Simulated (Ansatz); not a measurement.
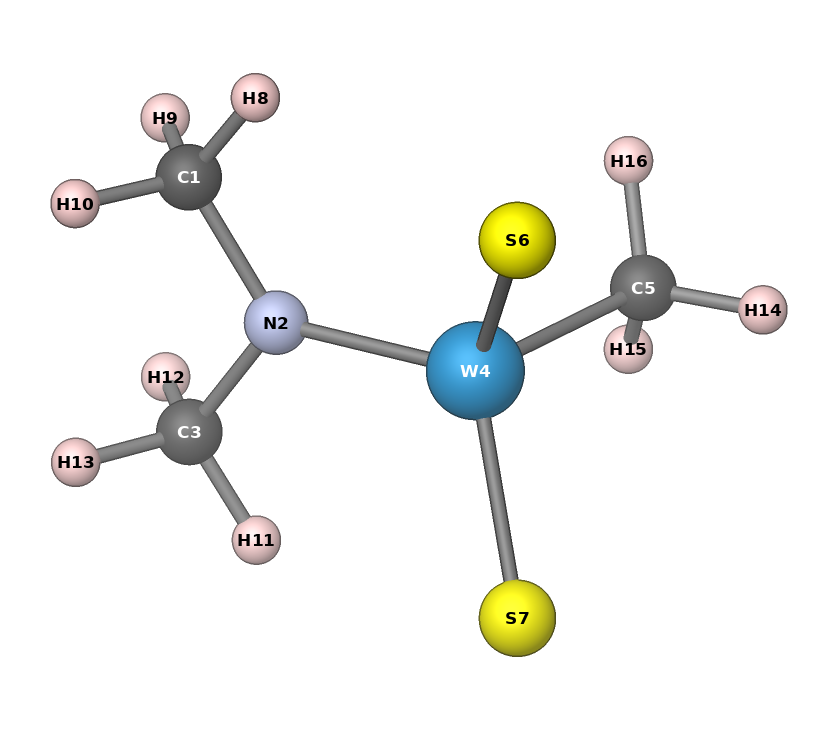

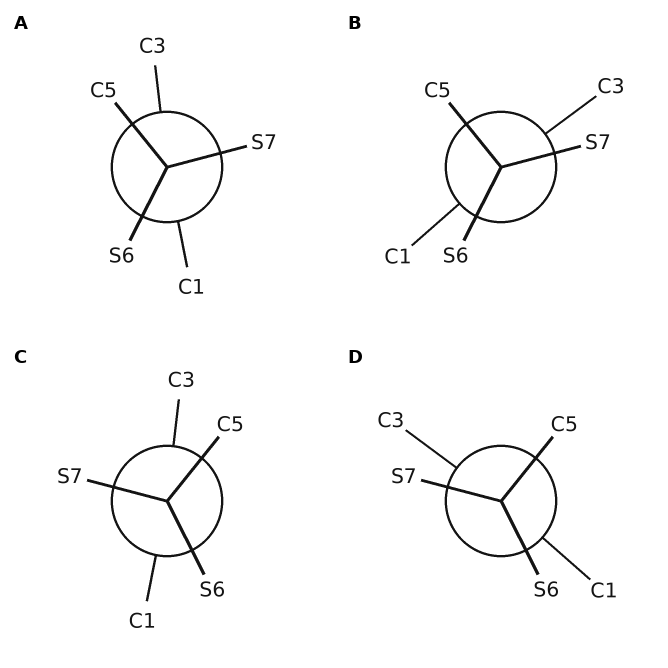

Depth is shown by fading: the farther an atom, the more it takes the colour of the background. Bonds that would overlap in a projection are set slightly apart. Charge 0, singlet. Computed geometry: PBE0-D4/def2-TZVP optimisation.

**Which Newman projection shows the view along W4–N2, with W4 in front?**

B. The torsion angle S6–W4–N2–C1 is 22°, synperiplanar.
